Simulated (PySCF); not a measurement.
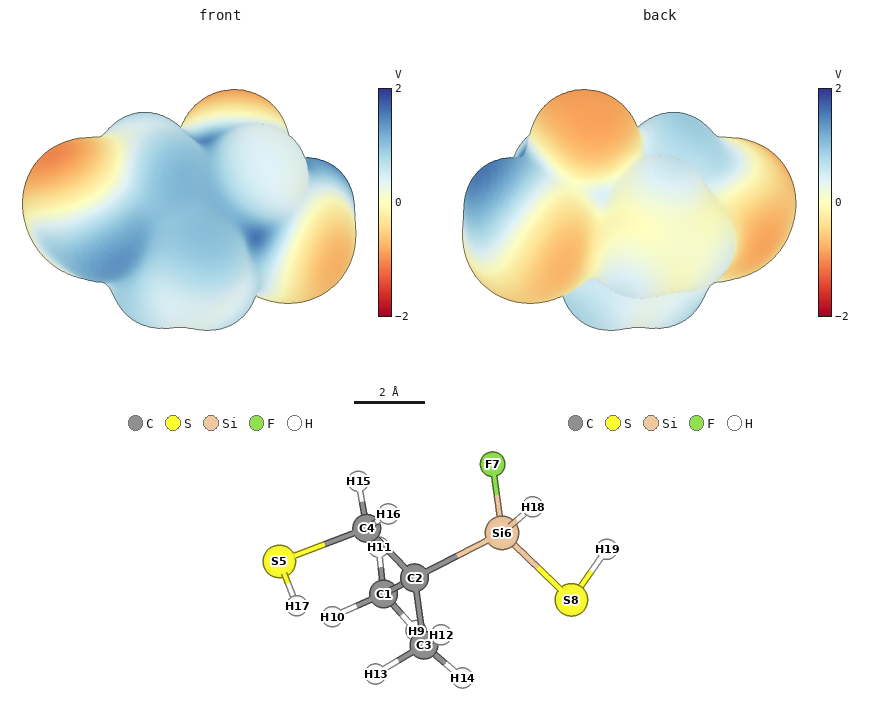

The picture shows: C$_{4}$H$_{11}$FS$_{2}$Si. The molecular electrostatic potential painted on the density surface at 0.002 e/bohr³, seen from the front and from behind; the colour scale runs from red (negative) to blue (positive). The bare structure is drawn below in the same view.

Geometry: GFN2-xTB.

The calculation used PBE0/pcSseg-1, SCF density, gas phase, non-relativistic (PySCF).

```xyz
19

C    -0.1104    1.5778   -0.1067
C    -0.1459    0.0517    0.0228
C    -0.8190   -0.5494   -1.2136
C    -0.9057   -0.3382    1.2901
S    -2.6488    0.2213    1.3445
Si    1.6284   -0.6359    0.1816
F     2.3651    0.0666    1.4357
S     2.7478   -0.1205   -1.5680
H     0.3982    1.8740   -1.0214
H    -1.1249    1.9728   -0.1357
H     0.4062    2.0282    0.7392
H    -0.9471   -1.6255   -1.1038
H    -1.7948   -0.0944   -1.3757
H    -0.2163   -0.3683   -2.1011
H    -0.4494    0.1285    2.1626
H    -0.9139   -1.4183    1.4354
H    -3.1182   -0.6672    0.4712
H     1.7250   -2.0525    0.4839
H     3.9139   -0.0412   -0.9484
```

Where is the surface potential most negative and most positive?

Answer. The most negative region (about −1.0 V) lies over S5, the most positive (about +1.5 V) over Si6 and H19.

What dipole moment does the calculation give?

Answer. Its dipole moment is 1.48 D.
